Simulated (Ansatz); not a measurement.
**Decaying states in the gap of In2Br3Cl3**

A new crystal, In2Br3Cl3: structure, gap and complex bands. It is built by putting Br for part of the Cl in the InCl3 structure of space group P6_3/mmc, with the volume rescaled by atomic radii. The parent structure comes from the Materials Project.

Main program and level: Ansatz 0.2.0; r2SCAN DFT, plane waves, PAW files, in the first sound run; inputs show where later runs differ.

The structure was built from a prototype and need not be the compound's stable phase.

### 1. The structure

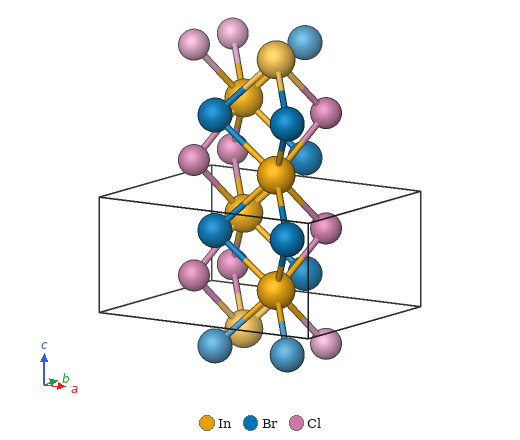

The cell as given, slightly off an axis (indium orange, bromine blue, chlorine pink). 1×1×2 cells are drawn. Some periodic images of atoms are drawn too.

### 2. Cell and atoms at rest

The substituted atoms don't fit the parent's cell, so cell and atoms relax together. A small smearing keeps the run stable in case the gap closes on the way.

The input, input.yaml:

```yaml
crystal:
  lattice:
    - [9.9220433451, 0.0, 0.0]
    - [-4.9610216725, 8.5927415943, 0.0]
    - [0.0, 0.0, 3.5300486755]
  atoms:
    - { symbol: In, position: [0.6666666667, 0.3333333333, 0.25] }
    - { symbol: In, position: [0.3333333333, 0.6666666667, 0.75] }
    - { symbol: Br, position: [0.78183749, 0.21816251, 0.75] }
    - { symbol: Br, position: [0.43632502, 0.21816251, 0.75] }
    - { symbol: Cl, position: [0.78183749, 0.56367498, 0.75] }
    - { symbol: Cl, position: [0.21816251, 0.78183749, 0.25] }
    - { symbol: Br, position: [0.56367498, 0.78183749, 0.25] }
    - { symbol: Cl, position: [0.21816251, 0.43632502, 0.25] }
kpoints:
  mp_grid: { grid: [4, 4, 6] }
scf:
  occupations: { method: gaussian, width: 0.03 }
hamiltonian:
  xc: r2scan
output:
  forces: true
  stress: true
relax:
  f_tol: 0.02
  max_steps: 60
  cell: {}
```

Launch:

```
$ ansatz run input.yaml --threads 2 --pin off --max-ram 4096MiB --backend cpu --events-out ev --progress --plain --runs-dir out
```

Numbers of over 12 decimals in the logs are rounded to 6 here.

The program printed:

```text
Engine: ansatz 0.2.0, aarch64-unknown-linux-gnu
Pseudopotentials: kind: paw
Pseudopotential: In, paw, valence charge 13, recommended cutoff 500 eV (meta_gga), In.paw.azcp
Pseudopotential: Br, paw, valence charge 7, recommended cutoff 500 eV (meta_gga), Br.paw.azcp
Pseudopotential: Cl, paw, valence charge 7, recommended cutoff 500 eV (meta_gga), Cl.paw.azcp
Functional definition: r2SCAN
  parameter k0 = 0.174
  parameter k1 = 0.065
  parameter a1 = 4.9479
  exchange = r2scan_x(k0 = k0, k1 = k1, a1 = a1)
  correlation = r2scan_c
Crystal: 8 atoms, lattice volume = 300.963 Å³
Basis set: ecut = 500 eV, 7657 PW (Γ), exchange–correlation on 300×300×108 points (64 copies of the dense FFT grid, shifted against one another)
Bands: 42, of which v1, the nominal top of the filled ones, is band 34 counted from 1 (33 counted from 0)
Symmetry: 2 space group operations
Space group: Pm (ITA 6), of the structure as read, at distance tolerance 6.7e-5 Å
k-points: 40 of 96 (time reversal used)
Non-local potential: In, projectors of the file, l = 0: 2, l = 1: 2, l = 2: 2, l = 3: 2
Non-local potential: Br, projectors of the file, l = 0: 2, l = 1: 2, l = 2: 2
Non-local potential: Cl, projectors of the file, l = 0: 2, l = 1: 2, l = 2: 2
PAW form: soft (Blöchl's): semilocal exchange-correlation on the pseudo side does not see the compensation charge
PAW frozen core: In, regenerated for the run's functional (the file was generated under x = pbe(κ = 0.804, μ = 0.219515), c = pbe(β = 0.066725))
PAW frozen core: Br, regenerated for the run's functional (the file was generated under x = pbe(κ = 0.804, μ = 0.219515), c = pbe(β = 0.066725))
PAW frozen core: Cl, regenerated for the run's functional (the file was generated under x = pbe(κ = 0.804, μ = 0.219515), c = pbe(β = 0.066725))
PAW one-centre angular grid: In, 590 points (default); XC on 289 of its mesh's 2783 points in the sphere
PAW one-centre angular grid: Br, 302 points (default); XC on 160 Gauss nodes
PAW one-centre angular grid: Cl, 302 points (default); XC on 160 Gauss nodes
Initial density: superposition of atomic densities (neutral atoms: chi_scale 0, normalization atom), corrected by the library's trained network
Initial wavefunctions: pseudopotential atomic-orbital guess
Functional: x = r2scan, c = r2scan; τ floored in thin density (d = 2e-4 eV/Å³)
SCF iter   1: F=—  HF=-22861.005758 eV  |F-HF|=—  |Δ(HF+E_count)|=         —  Δρ=5.87e-3  dr2=1.50e-1  dr2_τ=3.15e-2  ethr=1.77e-3  ⟨swp⟩=7.8  Hψ=7561  notcnv=0  defer=24
preconditioner: auto → Resta (q_TF=auto, 2.129 Å⁻¹)  ε∞=2.6  [insulator: Δε(μ)=2.756 eV  Ē_g=13.792 eV  σ=0.030 eV  W_gap=1.00  n_scr=44 (ndim 8)  ℏωp=17.7 eV  f_vac=0.247  D(μ)=0.00/eV (n_scr^D=0)  ε∞_Penn≈2.6  vacuum switching on, ρ_ref=1.4e-2 e/Å³]
SCF iter   2: F=—  HF=-22861.034726 eV  |F-HF|=—  |Δ(HF+E_count)|=   2.90e-2  Δρ=2.82e-3  dr2=1.96e-2  dr2_τ=9.29e-4  ethr=2.21e-4  ⟨swp⟩=3.5  Hψ=3518  notcnv=0  defer=67
SCF iter   3: F=—  HF=-22861.036107 eV  |F-HF|=—  |Δ(HF+E_count)|=   1.38e-3  Δρ=6.87e-4  dr2=1.48e-3  dr2_τ=6.77e-5  ethr=2.88e-5  ⟨swp⟩=2.9  Hψ=3165  notcnv=0  defer=27
automatic band count: iteration 3 solves 41 bands in place of 42: the levels show a gap, and the empty bands left out lie too high to hold charge; the band table lists the bands solved (type scf.n_extra_bands for more)
SCF iter   4: F=—  HF=-22861.036209 eV  |F-HF|=—  |Δ(HF+E_count)|=   1.02e-4  Δρ=1.18e-4  dr2=3.60e-5  dr2_τ=3.57e-6  ethr=2.18e-6  ⟨swp⟩=2.3  Hψ=2866  notcnv=0  defer=27
SCF iter   5: F=—  HF=-22861.036452 eV  |F-HF|=—  |Δ(HF+E_count)|=   2.43e-4  Δρ=3.59e-5  dr2=2.71e-6  dr2_τ=2.69e-7  ethr=5.29e-8  ⟨swp⟩=2.1  Hψ=2815  notcnv=0  defer=27
SCF iter   6: F=—  HF=-22861.036455 eV  |F-HF|=—  |Δ(HF+E_count)|=   2.75e-6  Δρ=6.83e-6  dr2=2.48e-7  dr2_τ=3.29e-8  ethr=3.99e-9  ⟨swp⟩=2.0  Hψ=2829  notcnv=0  defer=27
SCF iter   7: F=-22861.036455 eV  HF=-22861.036455 eV  |F-HF|=1.42e-8  |Δ(HF+E_count)|=   2.11e-8  Δρ=2.11e-6  dr2=1.83e-8  dr2_τ=7.84e-10  ethr=1.47e-10  ⟨swp⟩=5.0  Hψ=6596  notcnv=0
SCF 1 converged in 7 iterations: F = -22861.036455 eV  dr2 = 1.83e-8
  greatest PAW one-centre occupation: 0.986 electrons in one spin orbital (limit 2), on the In atom at site 1 (counted from 0), in its partial waves of l = 2
relax step   1: F+E_penalty+E_count = -22861.03645491 eV  Δ(F+E_penalty+E_count) = +0.000e0 eV  max|allowed force component| = 8.820e-1 eV/Å  Δτ_max = 0.0000 Å  P = -0.095 GPa  Ω = 300.963 Å³  (7 SCF iters, dr2 threshold 1.00e-7 eV, accepted)
Crystal: 8 atoms, lattice volume = 297.566 Å³
Basis set: ecut = 500 eV, 7567 PW (Γ), exchange–correlation on 300×300×108 points (64 copies of the dense FFT grid, shifted against one another)
Initial density: handed on by an earlier stage of this run
Initial wavefunctions: those handed on with the density
iter 1 solved again at ethr=2.37e-4 eV; its pass at ethr=3.10e-3 eV (dr2=1.61e-1 eV) is discarded
SCF iter   1: F=—  HF=-22861.114040 eV  |F-HF|=—  |Δ(HF+E_count)|=         —  Δρ=6.27e-3  dr2=1.64e-1  dr2_τ=1.03e0  ethr=2.37e-4  ⟨swp⟩=1.4  Hψ=8791  notcnv=0
automatic band count: iteration 1 solves 39 bands in place of 42: the levels show a gap, and the empty bands left out lie too high to hold charge; the band table lists the bands solved (type scf.n_extra_bands for more)
preconditioner: auto → Resta (q_TF=auto, 2.133 Å⁻¹)  ε∞=2.9  [insulator: Δε(μ)=2.222 eV  Ē_g=12.887 eV  σ=0.030 eV  W_gap=1.00  n_scr=44 (ndim 8)  ℏωp=17.8 eV  f_vac=0.243  D(μ)=0.00/eV (n_scr^D=0)  ε∞_Penn≈2.9  vacuum switching on, ρ_ref=1.2e-2 e/Å³]
SCF iter   2: F=—  HF=-22861.082399 eV  |F-HF|=—  |Δ(HF+E_count)|=   3.16e-2  Δρ=2.71e-3  dr2=2.31e-2  dr2_τ=1.58e-3  ethr=2.37e-4  ⟨swp⟩=4.2  Hψ=3435  notcnv=0
SCF iter   3: F=—  HF=-22861.080049 eV  |F-HF|=—  |Δ(HF+E_count)|=   2.35e-3  Δρ=1.06e-3  dr2=3.41e-3  dr2_τ=1.67e-4  ethr=3.40e-5  ⟨swp⟩=2.8  Hψ=2524  notcnv=0  defer=11
SCF iter   4: F=—  HF=-22861.080640 eV  |F-HF|=—  |Δ(HF+E_count)|=   5.91e-4  Δρ=2.70e-4  dr2=2.56e-4  dr2_τ=1.98e-5  ethr=5.01e-6  ⟨swp⟩=2.2  Hψ=2495  notcnv=0  defer=13
SCF iter   5: F=—  HF=-22861.081034 eV  |F-HF|=—  |Δ(HF+E_count)|=   3.94e-4  Δρ=8.35e-5  dr2=1.88e-5  dr2_τ=1.54e-6  ethr=3.77e-7  ⟨swp⟩=2.1  Hψ=2326  notcnv=0  defer=13
SCF iter   6: F=—  HF=-22861.081056 eV  |F-HF|=—  |Δ(HF+E_count)|=   2.16e-5  Δρ=1.91e-5  dr2=1.41e-6  dr2_τ=1.33e-7  ethr=2.77e-8  ⟨swp⟩=2.1  Hψ=2672  notcnv=0  defer=13
SCF iter   7: F=-22861.081057 eV  HF=-22861.081057 eV  |F-HF|=3.58e-8  |Δ(HF+E_count)|=   1.15e-6  Δρ=3.98e-6  dr2=7.49e-8  dr2_τ=6.98e-9  ethr=1.18e-9  ⟨swp⟩=5.0  Hψ=6240  notcnv=0
[...]
relax step  10: F+E_penalty+E_count = -22861.25867071 eV  Δ(F+E_penalty+E_count) = -2.087e-2 eV  max|allowed force component| = 1.134e-1 eV/Å  Δτ_max = 0.1936 Å  P = +0.142 GPa  Ω = 263.864 Å³  energy of the carried Pulay correction = +3.659e-3 eV  (7 SCF iters, dr2 threshold 8.00e-7 eV, accepted)
relax step  11: F+E_penalty+E_count = -22861.27628567 eV  Δ(F+E_penalty+E_count) = -1.761e-2 eV  max|allowed force component| = 1.758e-1 eV/Å  Δτ_max = 0.1955 Å  P = -0.258 GPa  Ω = 259.853 Å³  energy of the carried Pulay correction = +4.084e-3 eV  (7 SCF iters, dr2 threshold 8.00e-7 eV, accepted)
relax step  12: F+E_penalty+E_count = -22861.30770276 eV  Δ(F+E_penalty+E_count) = -3.142e-2 eV  max|allowed force component| = 2.263e-1 eV/Å  Δτ_max = 0.1916 Å  P = +0.164 GPa  Ω = 252.675 Å³  energy of the carried Pulay correction = +4.859e-3 eV  (7 SCF iters, dr2 threshold 8.00e-7 eV, accepted)
relax step  13: F+E_penalty+E_count = -22861.33107568 eV  Δ(F+E_penalty+E_count) = -2.337e-2 eV  max|allowed force component| = 9.150e-2 eV/Å  Δτ_max = 0.1946 Å  P = +0.008 GPa  Ω = 244.968 Å³  energy of the carried Pulay correction = +5.715e-3 eV  (7 SCF iters, dr2 threshold 8.00e-7 eV, accepted)
relax step  14: F+E_penalty+E_count = -22861.32451776 eV  Δ(F+E_penalty+E_count) = +6.558e-3 eV  max|allowed force component| = 1.267e-1 eV/Å  Δτ_max = 0.1950 Å  P = +0.164 GPa  Ω = 236.287 Å³  energy of the carried Pulay correction = +6.708e-3 eV  (7 SCF iters, dr2 threshold 5.23e-7 eV, rejected (line search))
relax step  15: F+E_penalty+E_count = -22861.34004426 eV  Δ(F+E_penalty+E_count) = -8.969e-3 eV  max|allowed force component| = 8.642e-2 eV/Å  Δτ_max = 0.0943 Å  P = -0.075 GPa  Ω = 240.942 Å³  energy of the carried Pulay correction = +6.171e-3 eV  (10 SCF iters, accepted)
relax step  16: F+E_penalty+E_count = -22861.34782193 eV  Δ(F+E_penalty+E_count) = -7.778e-3 eV  max|allowed force component| = 1.749e-2 eV/Å  Δτ_max = 0.0514 Å  P = -0.019 GPa  Ω = 237.936 Å³  energy of the carried Pulay correction = +6.517e-3 eV  (6 SCF iters, dr2 threshold 4.67e-7 eV, accepted)
relax step  17: F+E_penalty+E_count = -22861.34844974 eV  Δ(F+E_penalty+E_count) = -6.278e-4 eV  max|allowed force component| = 1.005e-2 eV/Å  Δτ_max = 0.0324 Å  P = +0.031 GPa  Ω = 235.590 Å³  energy of the carried Pulay correction = +6.789e-3 eV  (9 SCF iters, accepted)
relax step  18: F+E_penalty+E_count = -22861.34865274 eV  Δ(F+E_penalty+E_count) = -2.030e-4 eV  max|allowed force component| = 1.162e-2 eV/Å  Δτ_max = 0.0170 Å  P = -0.008 GPa  Ω = 237.092 Å³  energy of the carried Pulay correction = +6.614e-3 eV  (6 SCF iters, dr2 threshold 1.21e-8 eV, accepted)
Basis set: ecut = 500 eV, 6021 PW (Γ), exchange–correlation on 320×240×108 points (64 copies of the dense FFT grid, shifted against one another)
Initial wavefunctions: pseudopotential atomic-orbital guess (no wavefunctions were taken with the density)
iter 1 solved again at ethr=1.86e-7 eV; its pass at ethr=3.10e-3 eV (dr2=1.26e-4 eV) is discarded
SCF iter   1: F=—  HF=-22861.345830 eV  |F-HF|=—  |Δ(HF+E_count)|=         —  Δρ=2.10e-4  dr2=7.58e-6  dr2_τ=8.06e-5  ethr=1.86e-7  ⟨swp⟩=3.8  Hψ=13781  notcnv=0
preconditioner: auto → Resta (q_TF=auto, 2.216 Å⁻¹)  ε∞=3.0  [insulator: Δε(μ)=2.391 eV  Ē_g=13.937 eV  σ=0.030 eV  W_gap=1.00  n_scr=44 (ndim 8)  ℏωp=19.9 eV  f_vac=0.086  D(μ)=0.00/eV (n_scr^D=0)  ε∞_Penn≈3.0]
SCF iter   2: F=—  HF=-22861.345938 eV  |F-HF|=—  |Δ(HF+E_count)|=   1.08e-4  Δρ=1.08e-4  dr2=2.03e-6  dr2_τ=6.29e-6  ethr=1.11e-8  ⟨swp⟩=2.1  Hψ=2954  notcnv=0
SCF iter   3: F=—  HF=-22861.346170 eV  |F-HF|=—  |Δ(HF+E_count)|=   2.32e-4  Δρ=3.39e-6  dr2=1.01e-8  dr2_τ=3.40e-9  ethr=2.99e-9  ⟨swp⟩=2.0  Hψ=3040  notcnv=0
SCF iter   4: F=—  HF=-22861.346170 eV  |F-HF|=—  |Δ(HF+E_count)|=   2.74e-8  Δρ=1.38e-6  dr2=1.44e-9  dr2_τ=6.24e-10  ethr=1.49e-11  ⟨swp⟩=2.0  Hψ=3040  notcnv=0
SCF iter   5: F=-22861.346170 eV  HF=-22861.346170 eV  |F-HF|=3.27e-11  |Δ(HF+E_count)|=   3.93e-9  Δρ=1.60e-7  dr2=6.43e-11  dr2_τ=2.30e-11  ethr=1.00e-12  ⟨swp⟩=4.0  Hψ=8113  notcnv=0
SCF 19 converged in 5 iterations: F = -22861.346170 eV  dr2 = 6.43e-11
relax step  19: F+E_penalty+E_count = -22861.34617026 eV  Δ(F+E_penalty+E_count) = +2.482e-3 eV  max|allowed force component| = 1.145e-2 eV/Å  Δτ_max = 0.0000 Å  P = -0.011 GPa  Ω = 237.092 Å³  stress off target by 2.95e-2 GPa  SCF on the basis re-selected at this cell (its energy is not comparable with the rows above)  (5 SCF iters)
basis re-selected at this cell: Δ(F+E_penalty+E_count) = +2.482e-3 eV, ΔP = -0.004 GPa vs the last step (what re-selecting the basis moved, of the pressure what is left beyond the Pulay correction that the steps carried, after the strain that the cell walked since its last selection, with what the two solves' SCF thresholds leave and, on support functions, any second-order correction that the steps lacked; it is no measure of the basis error at this ecutwfc). The dense FFT grid was sized anew with the basis: this SCF ran on 80×60×27 points, the steps before it on 75×75×27, so part of this shift can come from that change (see relax.cell in the input reference). [rest of the remark cut]
SCF converged after 5 iterations
Free energy (F): -22861.346170 eV
Harris-Foulkes:  -22861.346170 eV  (|F-HF|=3.27e-11)
Internal energy: -22861.346170 eV  (E = F + TS)
E sigma→0 (E₀):  -22861.346170 eV
Fermi energy:    3.508776 eV
--- Per-component energies (eV) ---
  E_band       = -372.351641
  E_kinetic    = 1368.920333
  E_local      = -5136.738766  (includes V_loc(G=0)·N_el)
  E_nonlocal   = 1036.848835
  E_hartree    = 1958.255066
  E_xc         = -1460.272476
  E_vxc        = -951.764824  (∫ρ·V_xc dr)
  E_paw        = -17189.050132  (= ΣΔE_a)
  E_vpaw       = -658.349111  (= ΣTr[D̂ρ^β])
  E_aug_tail   = 0.000127  (compensation charges beyond the density's cutoff)
  E_vtau       = 52.221723  (kinetic-family band-sum trace: ∫τ·v_τ [+ j·A + Jᵃ·Aᵃ] dr)
  E_ewald      = -3440.356447
  E_core_change = 1.047290  (= ΣΔE_core)
  E_smearing   = -0.000000  (= −TS)
  E_closure    = 0.000000  (closes the sum)
  Σ components = -22861.346170   (vs F -22861.346170, Δ=0.00e0)
--- Forces (eV/Å), atoms counted from 1 ---
  atom   1  In     0.00250719    -0.01144811     0.00000000
  atom   2  In     0.00698752    -0.00260585     0.00000000
  atom   3  Br    -0.00003114     0.00296807     0.00000000
  atom   4  Br    -0.00196050     0.00582888     0.00000000
  atom   5  Cl    -0.00173367     0.00093716     0.00000000
  atom   6  Cl    -0.00078042    -0.00400516     0.00000000
  atom   7  Br    -0.00192180     0.00008577     0.00000000
  atom   8  Cl    -0.00306413     0.00824229     0.00000000
  max |Σ_I F_I| component: 3.05e-6 eV/Å
--- Stress (GPa, compression-positive) ---
       -0.002284       0.002871       0.000000
        0.002872      -0.029202       0.000000
        0.000000       0.000000      -0.002840
  P = ⅓ Tr σ = -0.0114 GPa (-0.114 kbar)
--- Relaxed structure (18 steps of the walk, 17 accepted, 1 SCFs on fresh bases) ---
  F+E_penalty+E_count = -22861.34617026 eV   max|allowed force component| = 1.145e-2 eV/Å   (the final SCF, on the basis selected at the relaxed cell)
  cell:  # Å, volume = 237.0917 Å³
    - [10.524078, 0.980705, 0.0]
    - [-4.412724, 5.984794, 0.0]
    - [0.0, 0.0, 3.522278]
  atoms:
    - { symbol: In, position: [0.724355, 0.419557, 0.25] }
    - { symbol: In, position: [0.272797, 0.583785, 0.75] }
    - { symbol: Br, position: [0.833752, 0.256350, 0.75] }
    - { symbol: Br, position: [0.495710, 0.252694, 0.75] }
    - { symbol: Cl, position: [0.830897, 0.715722, 0.75] }
    - { symbol: Cl, position: [0.171770, 0.733157, 0.25] }
    - { symbol: Br, position: [0.501403, 0.751549, 0.25] }
    - { symbol: Cl, position: [0.169316, 0.287186, 0.25] }
```

The job ended after 12 min (2 threads of Arm Neoverse V2, shared host; peak memory 1.3 GiB; 24 min of CPU time).

The steps of the relaxation:

| step | energy less that of the first step (eV) | largest force component (eV/Å) | pressure (GPa) | volume (Å³) |
| --- | --- | --- | --- | --- |
| 1 | 0.0000 | 0.8820 | -0.09 | 300.96 |
| 2 | -0.0446 | 0.6356 | -0.25 | 297.57 |
| 3 | -0.1484 | 0.1024 | -0.23 | 296.61 |
| 4 | -0.1524 | 0.0370 | -0.05 | 294.94 |
| 5 | -0.1544 | 0.0148 | -0.01 | 292.13 |
| 6 | -0.1584 | 0.0130 | 0.00 | 290.96 |
| 7 | -0.1651 | 0.0996 | 0.16 | 282.83 |
| 8 | -0.1785 | 0.1806 | 0.33 | 273.15 |
| 9 | -0.2013 | 0.1408 | 0.24 | 267.91 |
| 10 | -0.2222 | 0.1134 | 0.14 | 263.86 |
| 11 | -0.2398 | 0.1758 | -0.26 | 259.85 |
| 12 | -0.2712 | 0.2263 | 0.16 | 252.68 |
| 13 | -0.2946 | 0.0915 | 0.01 | 244.97 |
| 14 | -0.2881 | 0.1267 | 0.16 | 236.29 |
| 15 | -0.3036 | 0.0864 | -0.08 | 240.94 |
| 16 | -0.3114 | 0.0175 | -0.02 | 237.94 |
| 17 | -0.3120 | 0.0101 | 0.03 | 235.59 |
| 18 | -0.3122 | 0.0116 | -0.01 | 237.09 |
| 19* | -0.3097 | 0.0114 | -0.01 | 237.09 |

Relaxation steps marked * repeat the geometry before them on a plane-wave basis chosen anew for their cell, so energy and pressure can jump there. Relaxation step 14 was tried and not accepted.

Forces are held to the 2 operations that the run works with; a distortion that breaks them can't arise in this run.

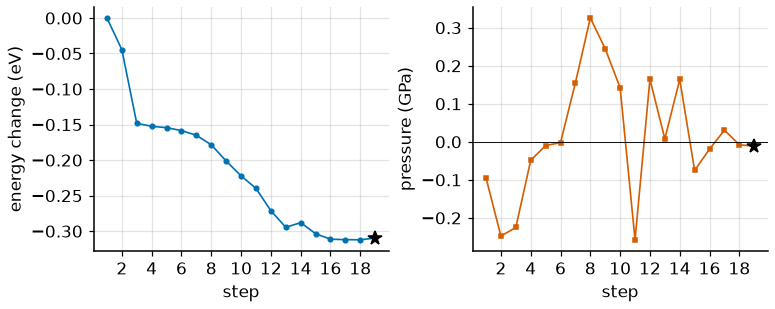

Energy and pressure along the relaxation. Stars mark steps on a basis chosen anew.

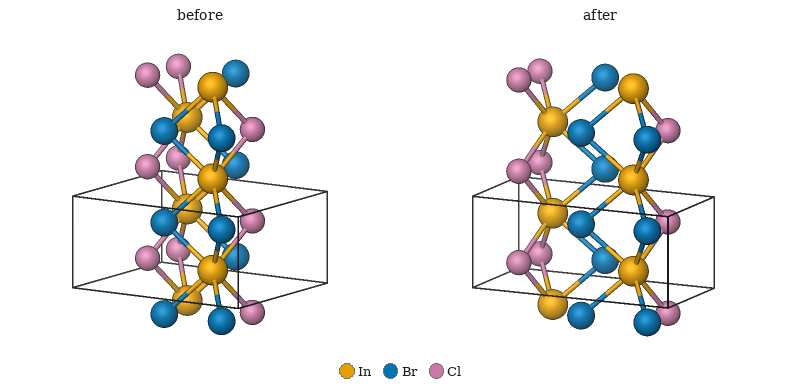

The structure before and after the relaxation, drawn at the same scale.

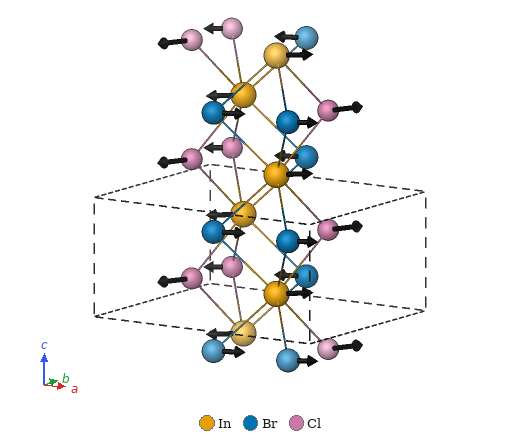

Displacements in the relaxation, exaggerated, measured against the changing cell; the longest in the cell stands for 0.97 Å. 1×1×2 cells are drawn. Some periodic images of atoms are drawn too.

| cell as run | before | after | change |
| --- | --- | --- | --- |
| a (Å) | 9.922 | 10.570 | +6.5 % |
| b (Å) | 9.922 | 7.436 | -25.1 % |
| c (Å) | 3.530 | 3.522 | -0.2 % |
| γ (°) | 120.00 | 121.08 | +0.9 % |
| volume (Å³/atom) | 37.62 | 29.64 | -21.2 % |

The atoms that moved most (Å, as changes of fractional coordinates times the final cell):

| atom | dx | dy | dz | length |
| --- | --- | --- | --- | --- |
| Cl5 | -0.155 | 0.958 | 0.000 | 0.970 |
| Cl8 | 0.144 | -0.940 | 0.000 | 0.951 |
| In2 | -0.271 | -0.555 | 0.000 | 0.618 |
| In1 | 0.227 | 0.573 | 0.000 | 0.616 |
| Br7 | -0.522 | -0.242 | 0.000 | 0.575 |
| Br4 | 0.473 | 0.265 | 0.000 | 0.542 |
| Br3 | 0.378 | 0.279 | 0.000 | 0.470 |
| Cl6 | -0.273 | -0.337 | 0.000 | 0.434 |

The relaxed structure:

```cif
data_structure
_symmetry_space_group_name_H-M 'P 1'
_symmetry_Int_Tables_number 1
_cell_length_a 10.5697
_cell_length_b 7.4357
_cell_length_c 3.5223
_cell_angle_alpha 90.000
_cell_angle_beta 90.000
_cell_angle_gamma 121.078
_cell_volume 237.09
loop_
_atom_site_label
_atom_site_type_symbol
_atom_site_fract_x
_atom_site_fract_y
_atom_site_fract_z
_atom_site_occupancy
In1 In 0.72435 0.41956 0.25000 1
In2 In 0.27280 0.58379 0.75000 1
Br3 Br 0.83375 0.25635 0.75000 1
Br4 Br 0.49571 0.25269 0.75000 1
Cl5 Cl 0.83090 0.71572 0.75000 1
Cl6 Cl 0.17177 0.73316 0.25000 1
Br7 Br 0.50140 0.75155 0.25000 1
Cl8 Cl 0.16932 0.28719 0.25000 1
```

This step gave:

| Item | Value |
| --- | --- |
| free energy | -22861.3462 eV |
| Fermi energy | 3.509 eV |
| pressure | -0.01144 GPa |

The largest force component on a free atom ends at 0.011 eV/Å.

(Continued in part 2 of 4.)

[Logs are printed without paths, hosts, clocks, repeated set-up lines and the standing remarks that a program may print on its own settings, such as how far it seeks lower states.]

[Hosts, paths, dates, database ids (printed as entryN), source tags and the programs' standing remarks are cut or masked in the printed files.]

[New means built here by substitution; the compound itself may be known and measured.]
